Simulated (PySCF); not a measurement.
Si(Br)2, SMILES Br[Si]Br at its PBE0/def2-SVP optimised geometry (Å):

```
3

Si    -0.8892    -1.1025     0.0000
Br    -1.3668     1.1025     0.0000
Br     1.3668    -1.1025     0.0000
```

Calculation: PBE0/def2-TZVP (PySCF). Cells within 0.4 Å of a nucleus heavier than hydrogen are left out (blank, or x).

Map of the electrostatic potential (hartree/e), clipped to [-0.08, 0.12] on the plane z = 0.0 Å:

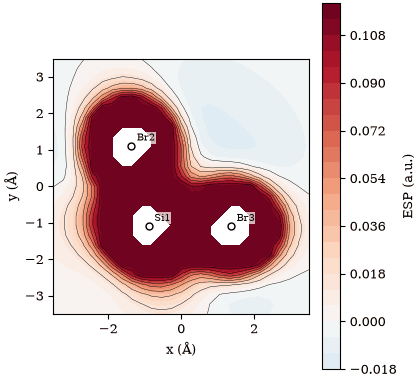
*Electrostatic potential (hartree/e), clipped to [-0.08, 0.12] on the plane z = 0.0 Å.*
